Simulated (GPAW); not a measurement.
**WC/plane waves (scalar-relativistic datasets, plane-wave cutoff 520 eV) run of SnNH5 (SMILES [H][Sn]([H])([H])[NH2])**

We compute a geometry optimisation of SnNH5. The job is set up through an ASE script.

The calculation is run with GPAW 26.7.0.

3 further runs of the same task are left out: 3 set aside as unsound or not needed. Runs told in other sessions of the task aren't counted.

### 1 The system as given

The species is SnNH5 (7 atoms), meant as a singlet with charge 0. As SMILES, `[H][Sn]([H])([H])[NH2]`. The shape comes from GFN2-xTB, which is rough for such elements, and wasn't checked as a minimum. The run starts from this shape.

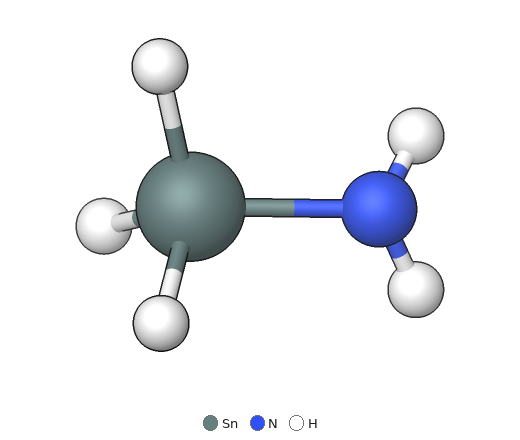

Viewed from a chosen angle; tin teal, nitrogen blue, hydrogen white.

### 2 A structure relaxation at WC/plane waves (scalar-relativistic datasets, plane-wave cutoff 520 eV)

File mol.sdf:

```

     RDKit          3D

  7  6  0  0  0  0  0  0  0  0999 V2000
   -0.0029    0.0016   -0.7636 Sn  0  0  0  0  0  4  0  0  0  0  0  0
    0.1119    0.2249    1.2187 N   0  0  0  0  0  0  0  0  0  0  0  0
    0.6914   -0.4436    1.7066 H   0  0  0  0  0  0  0  0  0  0  0  0
   -0.7673    0.2709    1.7129 H   0  0  0  0  0  0  0  0  0  0  0  0
    1.5636   -0.0078   -1.2823 H   0  0  0  0  0  0  0  0  0  0  0  0
   -0.8132    1.3360   -1.2961 H   0  0  0  0  0  0  0  0  0  0  0  0
   -0.7835   -1.3819   -1.2961 H   0  0  0  0  0  0  0  0  0  0  0  0
  2  1  1  0
  3  2  1  0
  4  2  1  0
  5  1  1  0
  6  1  1  0
  7  1  1  0
M  END
$$$$
```

File relax.py:

```python
from ase.io import read, write
from ase.optimize import BFGS
from gpaw import GPAW, PW, setup_paths
from gpaw.atom.configurations import parameters
from gpaw.atom.generator import Generator

# Set up the molecule
system = read('mol.sdf')
system.center(vacuum=4.5)

# PAW datasets for this functional
for symbol in ['H', 'N', 'Sn']:
    Generator(symbol, xcname='WC', scalarrel=True, nofiles=True, txt=None).run(**parameters[symbol])
setup_paths.insert(0, '.')

# Ground state
dft = GPAW(mode={'name': 'pw', 'ecut': 520},
           xc='WC',
           maxiter=150,
           symmetry='off',
           txt='-')
system.calc = dft

opt = BFGS(system, trajectory='mol.traj')
converged = opt.run(fmax=0.01, steps=60)
print('Converged:', converged)
print(f'Final energy: {system.get_potential_energy():.5f} eV')
print(f'r(H4-Sn0): {system.get_distance(4, 0):.4f} Ang')
print(f'r(N1-Sn0) = {system.get_distance(1, 0):.4f} Ang')
write('relaxed.xyz', system)
```

On the command line:

```
$ python relax.py > relax.log
```

What it wrote:

```text
[...]
  mode=PW(ecut=520),
[...]
Number of symmetries: 1
[...]
  Number of IBZ points: 1
[...]
Cutoff: 520.0 eV
Spin-components: 1 (collinear spins)
Bands:           18
[...]
  Valence electrons: 24.0
[...]
  Grid points: [60 63 64]
  Charge: 0.0  # |e|
[...]
    cutoffs:
[...]
occupation numbers:
  # Zero width
[...]
xc functional:
  name: WC with 2 nearest neighbor stencil
[...]
|iter     |     time |      energy | eigst |  dens |
[...]
|iter:   1| 00:00:03 |  -32.280330 | +0.43 |       |
[...]
Converged in 11 steps
[...]
dipole moment: (-0.084106, -0.171414, 0.053450)  # |e|*Ang
Fermi level: -3.130
[...]
Converged in 8 steps
[...]
Converged in 4 steps
[...]
Converged in 7 steps
[...]
Converged in 7 steps
[...]
|iter:   6| 00:05:58 |  -28.939351c| -7.66c| -4.56c|
Converged in 6 steps
[...]
Energy contributions relative to reference atoms: (reference = -169530.588401)
Energy contributions:
  Kinetic:          27.715134
  Coulomb:         -30.765943
  Zero:             -0.106864
  External:          0.000000
  Xc:              -25.781678
  Entropy:           0.000000
  Spinorbit:         0.000000
  ----------------------------
  Free energy:     -28.939351
  Extrapolated:    -28.939351
dipole moment: (-0.109944, -0.197367, 0.017422)  # |e|*Ang
Fermi level: -3.270
Eigenvalues  # (at kpt = [0.000, 0.000, 0.000])
| band index |      eig [eV] | occ [0-2] |
|------------|---------------|-----------|
|          0 |       -25.384 |     2.000 |
|        ... |               |           |
|          4 |       -25.165 |     2.000 |
|          5 |       -20.094 |     2.000 |
|          6 |       -12.434 |     2.000 |
|          7 |       -11.042 |     2.000 |
|          8 |        -8.434 |     2.000 |
|          9 |        -7.562 |     2.000 |
|         10 |        -7.548 |     2.000 |
|         11 |        -5.668 |     2.000 |
|         12 |        -0.872 |     0.000 |
|         13 |        -0.509 |     0.000 |
[...]
Gap: 4.796 eV
Transition (v -> c):
[...]
Forces  # eV/Ang
|        x |        y |        z |
|----------|----------|----------|
|  0.00028 | -0.00160 | -0.00933 |  # Sn   0
| -0.00051 |  0.00722 |  0.00645 |  # N    1
|  0.00306 |  0.00194 |  0.00209 |  # H    2
| -0.00670 |  0.00478 |  0.00174 |  # H    3
|  0.00075 |  0.00276 |  0.00915 |  # H    4
|  0.00067 | -0.00043 |  0.00893 |  # H    5
| -0.00140 |  0.00200 |  0.00730 |  # H    6
Force computation time: 0.595  # s
BFGS:   34 hh:mm:ss      -28.939351        0.009697
Converged: True
Final energy: -28.93935 eV
r(H4-Sn0): 1.7082 Ang
r(N1-Sn0) = 2.0464 Ang
```

It took 6 min on 1 thread of AMD EPYC 7B13 (Zen 3), shared host; peak memory 0.6 GiB.

Step by step:

| step | energy from the first frame kept (eV) | largest force (eV/Å) |
| --- | --- | --- |
| 0 | 0.0000 | 0.9013 |
| 2 | -0.0867 | 0.2207 |
| 4 | -0.0912 | 0.0990 |
| 6 | -0.0931 | 0.1446 |
| 8 | -0.0946 | 0.0801 |
| 10 | -0.0959 | 0.1158 |
| 12 | -0.0973 | 0.0871 |
| 14 | -0.0978 | 0.0394 |
| 16 | -0.0983 | 0.0805 |
| 18 | -0.0987 | 0.0362 |
| 20 | -0.0988 | 0.0322 |
| 22 | -0.0991 | 0.0546 |
| 24 | -0.0993 | 0.0170 |
| 26 | -0.0994 | 0.0336 |
| 28 | -0.0997 | 0.0698 |
| 30 | -0.0999 | 0.0161 |
| 32 | -0.0999 | 0.0562 |
| 34 | -0.1000 | 0.0097 |

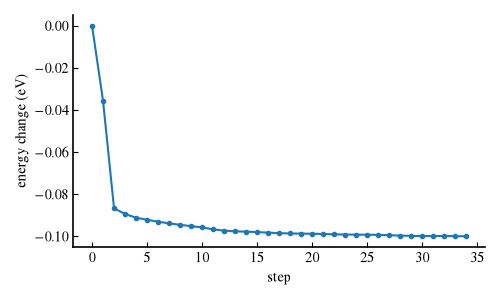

Energy along the run.

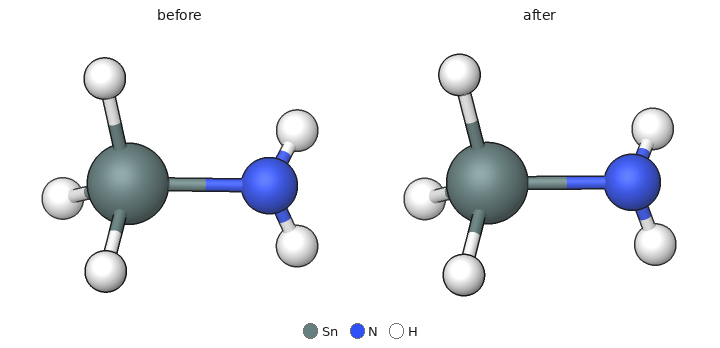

Before and after, at one scale.

After the run. Bond lengths: Sn1–N2 2.046 Å, N2–H3 1.025 Å, N2–H4 1.024 Å, Sn1–H5 1.708 Å, Sn1–H6 1.708 Å, Sn1–H7 1.722 Å. Angles: Sn1–N2–H3 110.7°, Sn1–N2–H4 110.9°, N2–Sn1–H5 105.5°, N2–Sn1–H6 105.6°, N2–Sn1–H7 114.0°, H3–N2–H4 105.8°, H5–Sn1–H6 112.0°, H5–Sn1–H7 109.8°, H6–Sn1–H7 109.9°.

### 3 Outcome

Level: WC/plane waves (scalar-relativistic datasets, plane-wave cutoff 520 eV).

| quantity | value |
| --- | --- |
| energy as printed (from the program's reference atoms) | -28.9394 eV |
| dipole moment | 1.09 D |
| HOMO energy (shifted to the vacuum level, unlike the log) | -5.96 eV |
| LUMO energy (shifted to the vacuum level, unlike the log) | -1.17 eV |
| HOMO–LUMO gap | 4.80 eV |

What this shows: At the final geometry: Bond lengths: Sn1–N2 2.046 Å, N2–H3 1.025 Å, N2–H4 1.024 Å, Sn1–H5 1.708 Å, Sn1–H6 1.708 Å, Sn1–H7 1.722 Å. Angles: Sn1–N2–H3 110.7°, Sn1–N2–H4 110.9°, N2–Sn1–H5 105.5°, N2–Sn1–H6 105.6°, N2–Sn1–H7 114.0°, H3–N2–H4 105.8°, H5–Sn1–H6 112.0°, H5–Sn1–H7 109.8°, H6–Sn1–H7 109.9°. The optimisation took 34 steps and changed the energy by -0.100 eV.
